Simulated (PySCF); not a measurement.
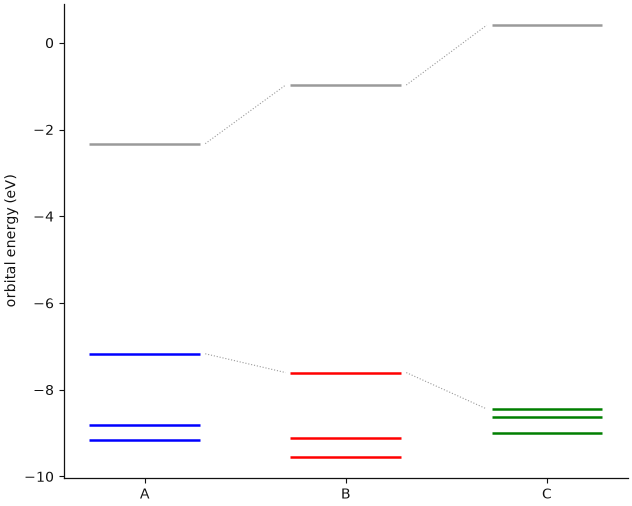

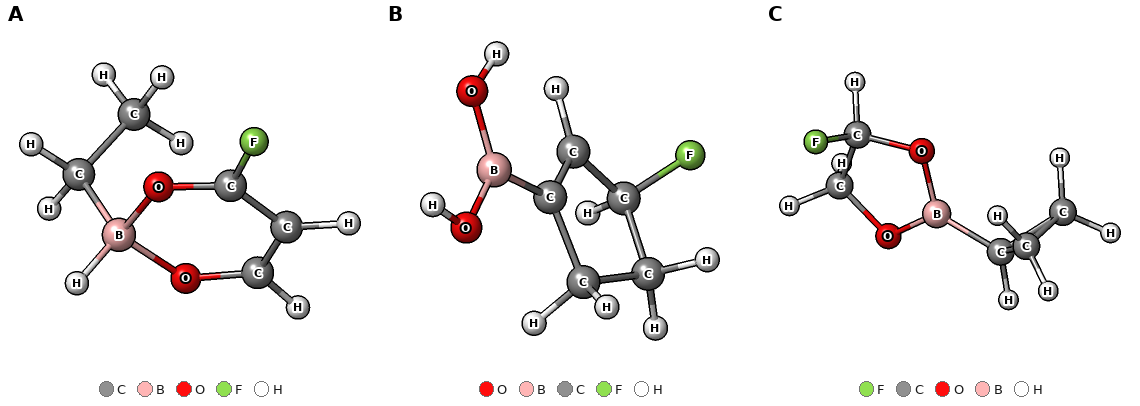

Related molecules: A is C₅H₈BFO₂, SMILES CC[B@@H-]1OC(F)=CC=[O+]1; B is C₅H₈BFO₂, SMILES OB(O)C1=C[C@@H](F)CC1; C is C₅H₈BFO₂, SMILES F[C@@H]1COB(C2CC2)O1. Frontier orbital energies, PBE0/def2-SVPD, PySCF 2.14.0, at a PBE0-D3(BJ)/def2-SVP geometry (no frequency check); drawn are at most three filled levels and, in grey, the LUMO with any level within 0.03 eV of it; dotted lines join the HOMOs and the LUMOs.

What does the change do to the frontier levels?

From A to B the HOMO falls by 0.43 eV and the LUMO rises by 1.35 eV, so the separation goes from 4.84 to 6.63 eV. From A to C the HOMO falls by 1.27 eV and the LUMO rises by 2.73 eV, so the separation goes from 4.84 to 8.85 eV.

Does the ΔSCF ionisation energy follow the HOMO?

A: −ε(HOMO) 7.17, ΔSCF 9.01 eV; B: −ε(HOMO) 7.60, ΔSCF 9.55 eV; C: −ε(HOMO) 8.44, ΔSCF 10.34 eV.

Limits of at least one run: empty levels above zero depend strongly on the basis; one conformer of a flexible molecule.
